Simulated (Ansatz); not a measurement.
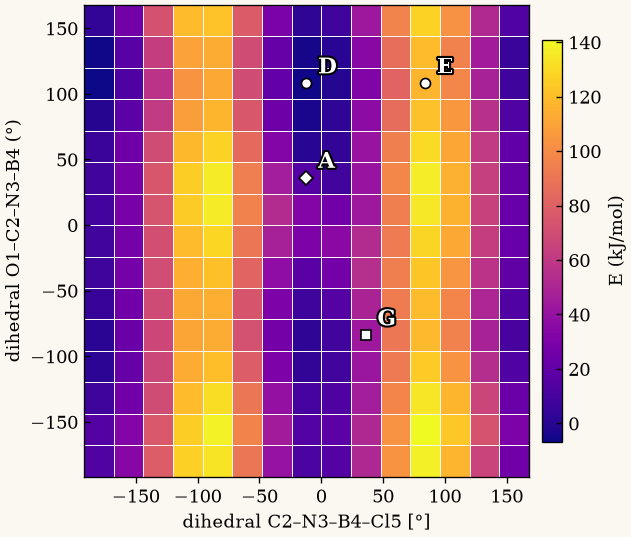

CH5BClNO, SMILES OCNBCl. Coordinates scanned: (1) dihedral C2–N3–B4–Cl5; (2) dihedral O1–C2–N3–B4. Nothing is relaxed (all other coordinates rigid). The scan uses a 15 × 15 grid. Points are written as (first, second). Energies: kJ/mol, counted from the relaxed molecule at the same level. Level of theory: RKS PBE0-D4/def2-SVP (Ansatz).

Drawn: one coloured cell a grid point, lettered points.

Q: What kind of point is each of A, D, E, G: minimum, saddle, maximum or slope?

A: A: on a slope; D: minimum; E: saddle point; G: on a slope. (In these two coordinates alone; a stationary point may lie a little off the grid point.)

Q: Rank the lettered points by energy, lowest first.

A: D (−6 kJ/mol), A (15 kJ/mol), G (43 kJ/mol), E (117 kJ/mol).
